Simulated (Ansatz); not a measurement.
C4H6Cl2Si: single-point calculation

The run: single-point calculation of C4H6Cl2Si. Method and program: RKS B3LYP5/6-311G** (Ansatz 0.2.0).

The geometry comes from this level: PBE0-D4/def2-TZVP.

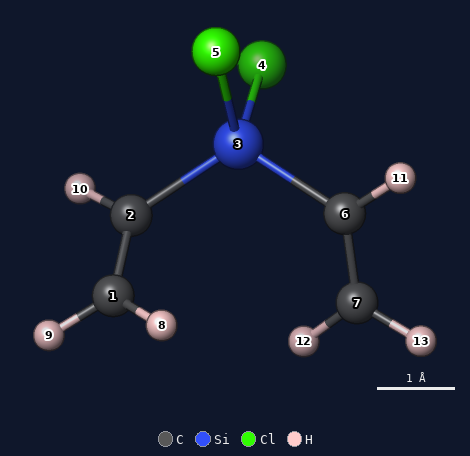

The structure (ball-and-stick view, seen on its broad side; atoms are numbered from 1 in the order of the input).

## Input file
```yaml
crystal:
  periodic: [false, false, false]
  atoms:
    - {symbol: C, position_ang: [0.646261, -0.087137, 1.719855]}
    - {symbol: C, position_ang: [0.147361, 0.866978, 1.138533]}
    - {symbol: Si, position_ang: [0.041547, 0.982841, -0.554342]}
    - {symbol: Cl, position_ang: [-1.388865, 2.148488, -0.964144]}
    - {symbol: Cl, position_ang: [1.611620, 1.776294, -1.246768]}
    - {symbol: C, position_ang: [-0.180065, -0.500577, -1.352691]}
    - {symbol: C, position_ang: [-0.683551, -1.484939, -0.828733]}
    - {symbol: H, position_ang: [1.016543, -0.873274, 1.226909]}
    - {symbol: H, position_ang: [0.712386, -0.121287, 2.716328]}
    - {symbol: H, position_ang: [-0.204289, 1.633412, 1.677832]}
    - {symbol: H, position_ang: [0.106085, -0.554512, -2.310592]}
    - {symbol: H, position_ang: [-0.989866, -1.479499, 0.121980]}
    - {symbol: H, position_ang: [-0.816399, -2.338712, -1.330643]}
basis:
  gaussian: {orbitals: "6-311G**"}
hamiltonian: {xc: {name: B3LYP5}}
accuracy: high
```

Machine: 4 threads of Arm Neoverse V2, 23 GiB of memory available, shared host.

Launch command:
```bash
ansatz run in.yaml --threads 4 --pin off --events-out ev --progress --plain --max-ram 11315MiB
```

## What the program printed
```
Error: [file] can't be read: No such file or directory (os error 2)
```

## Outcome

| quantity | value |
| --- | --- |
| outcome | refused by the program |

This input holds a deliberate fault: basis. The program refused the input: “[file] can't be read: No such file or directory (os error 2)”
